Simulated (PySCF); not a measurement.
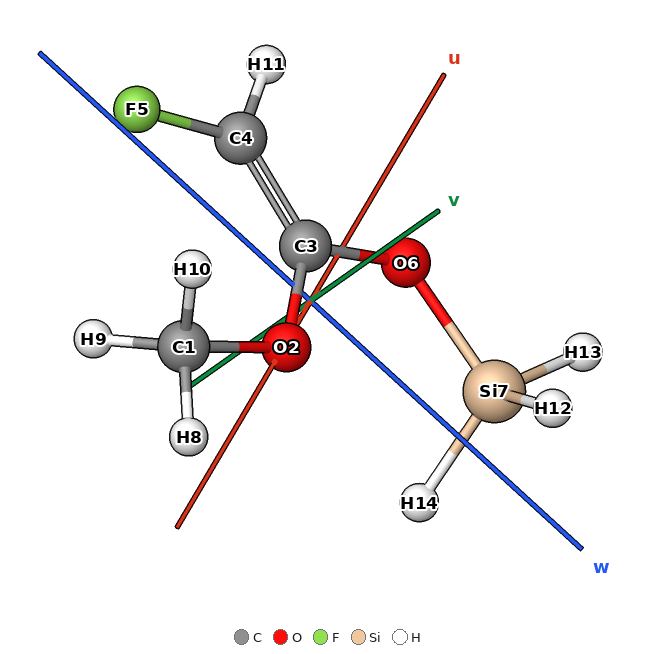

The lines u, v and w are the principal axes of the static dipole polarisability. The computed structure is the end point of a GFN2-xTB optimisation. No frequency run is at hand to confirm it as a minimum. Method: ωB97X-D/def2-SVPD (PySCF 2.14.0).

Along which axis is the molecule most polarisable, and along which least?

Most along w (close to the long direction F5···Si7), least along v.

Give the three principal values.

u 72.7, v 56.7, w 85.2 bohr³; mean 71.5, anisotropy 24.7 bohr³.

The geometry is semi-empirical. Around Si such bond lengths and angles can be off by a tenth of an ångström or more and by several degrees, and values that hang on the shape move with them.
